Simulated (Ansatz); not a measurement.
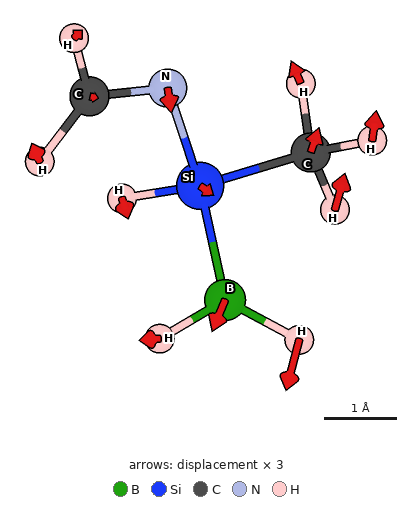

This is a relaxation of C$_{2}$H$_{8}$BNSi (coarse preliminary run). The starting structure is drawn; red arrows show the displacements, 3 times their true length. The two geometries are superimposed by the best rigid fit.

A ball-and-stick model, seen from a free direction.

The start comes from a force field.

Level of theory: Ansatz, RKS PBE-D4/def2-SVP.

Input file:
```yaml
crystal:
  periodic: [false, false, false]
  atoms:
    - {symbol: B, position_ang: [-1.162800, 1.004400, 0.885100]}
    - {symbol: Si, position_ang: [-0.303500, -0.309100, -0.176600]}
    - {symbol: C, position_ang: [-0.079800, -1.830400, 0.855800]}
    - {symbol: N, position_ang: [1.355700, 0.318800, -0.718000]}
    - {symbol: C, position_ang: [1.385500, 1.313100, -1.515300]}
    - {symbol: H, position_ang: [-1.463000, 2.113000, 0.389000]}
    - {symbol: H, position_ang: [-1.477400, 0.831400, 1.999900]}
    - {symbol: H, position_ang: [-1.079000, -0.633700, -1.354700]}
    - {symbol: H, position_ang: [-1.027700, -2.201900, 1.245800]}
    - {symbol: H, position_ang: [0.473200, -2.606900, 0.293600]}
    - {symbol: H, position_ang: [0.559800, -1.575700, 1.776600]}
    - {symbol: H, position_ang: [2.384300, 1.672700, -1.786400]}
    - {symbol: H, position_ang: [0.454900, 1.869500, -1.879800]}
basis:
  gaussian: {orbitals: def2-SVP}
hamiltonian: {xc: pbe, dispersion: d4}
relax: {f_tol: 0.03, max_steps: 200}
```

Run as
```bash
ansatz run in.yaml --threads 4 --pin off --events-out ev --progress --plain --max-ram 10444MiB
```

> What happened in the run?

The energy falls by 8.95 kcal/mol in 7 geometry steps. The largest force component goes from 2.4 to 0.025 eV/Å. The largest move after the best rigid fit is that of H7, 0.30 Å. Largest moves by element: H 0.30 Å, B 0.18 Å, N 0.13 Å, C 0.13 Å, Si 0.08 Å. Near-neighbour distances that change, for instance: B1–Si2 1.895 → 2.016 Å, Si2–H8 1.447 → 1.518 Å, Si2–N4 1.855 → 1.797 Å, B1–H7 1.171 → 1.218 Å. Bond angles that change, for instance: B1–Si2–C3 108.2° → 117.1°, Si2–N4–C5 117.9° → 125.7°, H12–C5–H13 120.2° → 114.5°.
